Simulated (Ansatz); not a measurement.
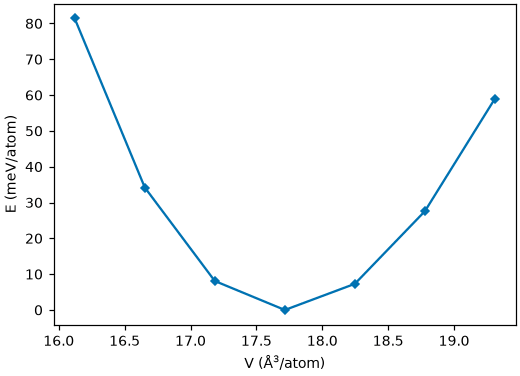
*NbAs in space group P-6m2 (No. 187; Nb on 1a, As on 1f) under volume change, PBE (plane waves, PAW; program Ansatz), shape and atoms relaxed at each volume.*

Question: What does a third-order Birch–Murnaghan fit give for V₀, B₀ and B′?

Answer: V₀ = 17.72 Å³/atom, B₀ = 154 GPa, B′ = 4.3.

The cell is a constructed one: a structure type filled with these elements; neither database checked (COD, Materials Project) lists it. COD files the formula under space group No. 109, so this cell is another polymorph or a model. Whether it is the stable phase at ambient conditions was not checked. The cell was relaxed with PBE under the symmetry of its start; its stability against distortions is not shown here. No spin polarisation was allowed.

Potentials: the later of the program's two PAW sets.
